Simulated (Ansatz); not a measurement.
# One shape, several levels: singlet BSiH3ClO+

We compute a comparison of 6 runs (B3LYP/cc-pVDZ, SVWN5/cc-pVDZ, r2SCAN/cc-pVDZ, revPBE/cc-pVDZ, wB97X/cc-pVDZ, CCSD/cc-pVDZ) of singlet BSiH3ClO+. 

The results are computed with Ansatz 0.2.0.

128 further runs of the same task are left out: 128 set aside as unsound or not needed.

### Step 1. Starting point

BSiH3ClO+ has 7 atoms, charge +1, and is taken as a singlet. As SMILES of the parent species, `[SiH3]O[B]Cl`. The coordinates come from a PBE0-D4/def2-TZVP relaxation. This is one conformer, not always the lowest. That shape belongs to the parent species and isn't relaxed for this state.

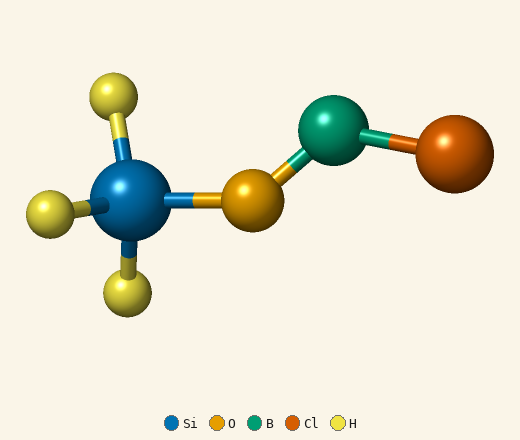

Viewed from a chosen angle; silicon blue, oxygen amber, boron teal, chlorine orange, hydrogen yellow.

### Step 2. The energy at B3LYP/cc-pVDZ (run 1)

File in.yaml:

```yaml
crystal:
  periodic: [false, false, false]
  atoms:
    - {symbol: Si, position_ang: [-0.573000, 0.775400, 0.374800]}
    - {symbol: O, position_ang: [0.044900, -0.648400, -0.233600]}
    - {symbol: B, position_ang: [1.256200, -1.042100, -0.596600]}
    - {symbol: Cl, position_ang: [1.605000, -2.636800, -1.219100]}
    - {symbol: H, position_ang: [-1.201300, 0.456800, 1.676100]}
    - {symbol: H, position_ang: [0.515600, 1.766600, 0.541200]}
    - {symbol: H, position_ang: [-1.586300, 1.260400, -0.588400]}
basis:
  gaussian:
    orbitals: cc-pVDZ
hamiltonian:
  xc: {name: B3LYP}
accuracy: high
output: {orbitals: {seedname: orbitals}}
total_charge: 1
```

On the command line:

```sh
$ ansatz run in.yaml --threads 1 --pin off --max-ram 3480MiB --events-out events.jsonl --progress --plain --runs-dir runs
```

Log:

```text
Warning: RAYON_NUM_THREADS=1 ignored (pool sized by the plan → 1); use --threads N
Functional definition: B3LYP
  name "B3LYP"
  parameter a0 = 0.2
  parameter ax = 0.72
  parameter ac = 0.81
  exchange = (1 - a0 - ax)*slater_x + ax*b88_x + a0*exact_x
  correlation = (1 - ac)*vwn_rpa_c + ac*lyp_c
1786 factors; integrals over basis functions are off by at most 6.3e-9 eV
mean field evaluation 1: about -23156.5405 eV, gradient 7.3e1 eV
mean field evaluation 2: about -23080.8548 eV, gradient 1.8e2 eV
mean field evaluation 4: about -23166.2408 eV, gradient 6.6e0 eV
mean field evaluation 8: about -23166.4724 eV, gradient 1.3e0 eV
mean field evaluation 16: about -23166.4772 eV, gradient 6.6e-5 eV
mean field -23166.47723986 eV, -851.3523357628 hartree, gradient 1.4e-8 eV, S^2 0.000000; 0 other end points of the search recorded, 0 dependent functions left out
reference -23166.47728119 eV, -851.3523372815 hartree; 23, 23 occupied and 56, 56 virtual orbitals, 1786 factors
Total energy: -23166.47728119 eV, -851.3523372815 hartree
```

Wall time 6.6 s (1 thread of Arm Neoverse V2, shared host); peak memory 0.25 GiB.

### Step 3. The energy at SVWN5/cc-pVDZ (run 2)

File job.yaml:

```yaml
crystal:
  periodic: [false, false, false]
  atoms:
    - {symbol: Si, position_ang: [-0.573000, 0.775400, 0.374800]}
    - {symbol: O, position_ang: [0.044900, -0.648400, -0.233600]}
    - {symbol: B, position_ang: [1.256200, -1.042100, -0.596600]}
    - {symbol: Cl, position_ang: [1.605000, -2.636800, -1.219100]}
    - {symbol: H, position_ang: [-1.201300, 0.456800, 1.676100]}
    - {symbol: H, position_ang: [0.515600, 1.766600, 0.541200]}
    - {symbol: H, position_ang: [-1.586300, 1.260400, -0.588400]}
basis:
  gaussian: {orbitals: cc-pVDZ}
output: {orbitals: {seedname: orbitals}}
hamiltonian: {xc: {name: SVWN5}}
total_charge: 1
accuracy: high
```

On the command line:

```sh
$ ansatz run job.yaml --threads 1 --pin off --max-ram 3480MiB --events-out events.jsonl --progress --plain --runs-dir runs
```

Log:

```text
Warning: RAYON_NUM_THREADS=1 ignored (pool sized by the plan → 1); use --threads N
Functional definition: SVWN5
  name "SVWN5"
  exchange = slater_x
  correlation = vwn5_c
1786 factors; integrals over basis functions are off by at most 6.3e-9 eV
mean field evaluation 1: about -23058.6269 eV, gradient 8.0e1 eV
mean field evaluation 2: about -22944.2133 eV, gradient 2.0e2 eV
mean field evaluation 4: about -23070.3798 eV, gradient 1.2e1 eV
mean field evaluation 8: about -23070.7260 eV, gradient 3.2e-1 eV
mean field evaluation 16: about -23070.7213 eV, gradient 5.6e-5 eV
mean field -23070.72134255 eV, -847.8333714423 hartree, gradient 2.1e-8 eV, S^2 0.000000; 0 other end points of the search recorded, 0 dependent functions left out
reference -23070.72134584 eV, -847.8333715632 hartree; 23, 23 occupied and 56, 56 virtual orbitals, 1786 factors
Total energy: -23070.72134584 eV, -847.8333715632 hartree
```

Wall time 3.6 s (1 thread of Arm Neoverse V2, shared host); peak memory 0.2 GiB.

### Step 4. The energy at r2SCAN/cc-pVDZ (run 3)

File run.yaml:

```yaml
crystal:
  periodic: [false, false, false]
  atoms:
    - symbol: Si
      position_ang: [-0.573000, 0.775400, 0.374800]
    - symbol: O
      position_ang: [0.044900, -0.648400, -0.233600]
    - symbol: B
      position_ang: [1.256200, -1.042100, -0.596600]
    - symbol: Cl
      position_ang: [1.605000, -2.636800, -1.219100]
    - symbol: H
      position_ang: [-1.201300, 0.456800, 1.676100]
    - symbol: H
      position_ang: [0.515600, 1.766600, 0.541200]
    - symbol: H
      position_ang: [-1.586300, 1.260400, -0.588400]
basis:
  gaussian: {orbitals: cc-pVDZ}
total_charge: 1
hamiltonian: {xc: r2scan}
accuracy: high
output: {orbitals: {seedname: orbitals}}
```

On the command line:

```sh
$ ansatz run run.yaml --threads 1 --pin off --max-ram 3480MiB --events-out events.jsonl --progress --plain --runs-dir runs
```

Log:

```text
Warning: RAYON_NUM_THREADS=1 ignored (pool sized by the plan → 1); use --threads N
Functional definition: r2SCAN
  name "r2SCAN"
  parameter k0 = 0.174
  parameter k1 = 0.065
  parameter a1 = 4.9479
  exchange = r2scan_x(k0 = k0, k1 = k1, a1 = a1)
  correlation = r2scan_c
1786 factors; integrals over basis functions are off by at most 6.3e-9 eV
mean field evaluation 1: about -23152.3507 eV, gradient 7.3e1 eV
mean field evaluation 2: about -23060.4925 eV, gradient 1.9e2 eV
mean field evaluation 4: about -23162.1997 eV, gradient 8.0e0 eV
mean field evaluation 8: about -23162.3556 eV, gradient 1.0e-1 eV
mean field evaluation 16: about -23162.3556 eV, gradient 2.3e-5 eV
mean field -23162.35558344 eV, -851.2008676829 hartree, gradient 1.4e-8 eV, S^2 0.000000; 0 other end points of the search recorded, 0 dependent functions left out
reference -23162.35558418 eV, -851.2008677103 hartree; 23, 23 occupied and 56, 56 virtual orbitals, 1786 factors
Total energy: -23162.35558418 eV, -851.2008677103 hartree
```

It took 11 s on 1 thread of Arm Neoverse V2, shared host; peak memory 0.25 GiB.

Runs 4 to 5 aren't shown in full; the table further down has their settings and results.

### Step 5. A single-point energy at CCSD/cc-pVDZ (run 6)

job.yaml, as its differences from that of step 3:

```diff
@@ -11,6 +11,10 @@
 basis:
-  gaussian: {orbitals: cc-pVDZ}
-output: {orbitals: {seedname: orbitals}}
-hamiltonian: {xc: {name: SVWN5}}
+  gaussian:
+    orbitals: cc-pVDZ
 total_charge: 1
+correlation:
+  method: ccsd
+  frozen_orbitals: {B: 1, Cl: 5, H: 0, O: 1, Si: 5}
 accuracy: high
+scf:
+  omitted_lower_state_checks: [cluster_reference, increment]
```

On the command line:

```sh
$ ansatz run job.yaml --threads 1 --pin off --max-ram 3480MiB --events-out events.jsonl --progress --plain --runs-dir runs
```

Log (excerpt; [...] marks lines left out):

```text
Warning: RAYON_NUM_THREADS=1 ignored (pool sized by the plan → 1); use --threads N
Functional definition: HF
  name "HF"
[...]
1786 factors; integrals over basis functions are off by at most 6.3e-9 eV
[...]
mean field -23116.02651547 eV, -849.4983058378 hartree, gradient 1.9e-8 eV, S^2 0.000000; 0 other end points of the search recorded, 0 dependent functions left out
12 core orbitals not correlated: weight in the atoms' cores, before any rotation towards them, 1.000 or more for the frozen orbitals, at most 0.000 for the correlated occupied ones
reference -23116.02651547 eV, -849.4983058378 hartree; 11, 11 occupied and 56, 56 virtual orbitals, 1786 factors
second order -13.24105471 eV of doubles, -0.00000000 eV of singles
cycle   1  -13.66466264 eV  change   -4.2e-1 eV  update   1.2e-1
[...]
cycle  25  -14.24498037 eV  change   -1.8e-9 eV  update   1.7e-9
Total energy: -23130.27149583 eV, -850.0217992108 hartree
Checks for a lower state left out: cluster_reference, increment
```

Wall time 8.4 s (1 thread of Arm Neoverse V2, shared host); peak memory 0.36 GiB.

### Step 6. The series

| run | level | frozen core orbitals | energy (Eh) | HOMO energy (eV) | LUMO energy (eV) | HOMO–LUMO gap (eV) | wall time |
| --- | --- | --- | --- | --- | --- | --- | --- |
| 1 | B3LYP/cc-pVDZ | – | -851.352337 | -14.20 | -10.70 | 3.50 | 6.6 s |
| 2 | SVWN5/cc-pVDZ | – | -847.833372 | -13.11 | -11.47 | 1.65 | 3.6 s |
| 3 | r2SCAN/cc-pVDZ | – | -851.200868 | -13.43 | -11.21 | 2.21 | 11 s |
| 4 | revPBE/cc-pVDZ | – | -851.139849 | -13.09 | -11.24 | 1.85 | 5.1 s |
| 5 | wB97X/cc-pVDZ | – | -851.275484 | -16.87 | -8.16 | 8.71 | 23 s |
| 6 | CCSD/cc-pVDZ | 12 | -850.021799 | – | – | – | 8.4 s |

### Step 7. Outcome

```
                                           quantity          value
                                run 6: total energy  -850.02180 Eh
run 6: correlation energy (12 core orbitals frozen)     -523.5 mEh
                               run 6: T1 diagnostic          0.021
```

**Reading.** Over runs 1, 2, 3, 4, 5 the HOMO–LUMO gap runs from 1.65 eV (SVWN5/cc-pVDZ) to 8.71 eV (wB97X/cc-pVDZ). Totals of different functionals can't be ranked against each other. All runs together took 58 s, the longest 23 s.
